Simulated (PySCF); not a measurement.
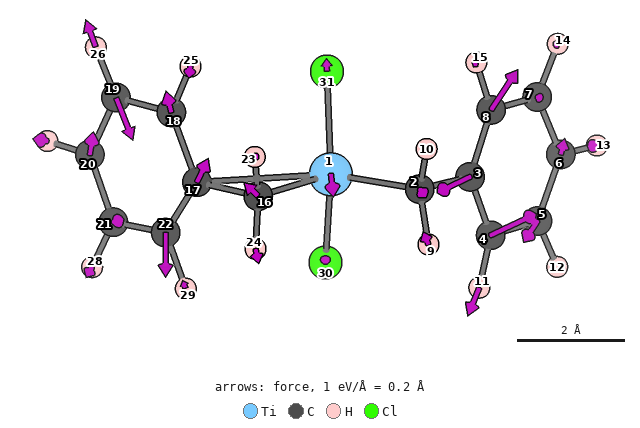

Starting geometry of C14H14Cl2Ti with the computed forces as purple arrows. A ball-and-stick model, seen face on.

The start comes from GFN2-xTB. Its atoms were then displaced at random by about 0.03 Å.

These are results of PySCF, PBE0-D3(BJ)/def2-SVP geometry optimisation, gas phase, not measurements. 

Is this structure relaxed? If not, where do the atoms go?

Answer. It isn't relaxed: the largest force vector, on a C atom, is 7.74 eV/Å. The final displacements have little in common with the starting forces (cosine between the two patterns 0.13). After 12 geometry steps the energy has fallen by 43.9 kcal/mol. The largest move after the best rigid fit is that of an H atom, 0.68 Å. Largest moves by element: H 0.68 Å, C 0.46 Å, Cl 0.36 Å, Ti 0.36 Å. Some distances before and after: C–Ti 3.287 → 3.516 Å, C–Ti 3.255 → 3.479 Å, Cl–Ti 2.317 → 2.216 Å, C–C 1.489 → 1.390 Å. Among the angles between lasting bonds that change: Cl–Ti–Cl 110.0° → 128.4°, C–C–H 131.3° → 119.1°, C–Ti–C 134.6° → 125.1°.
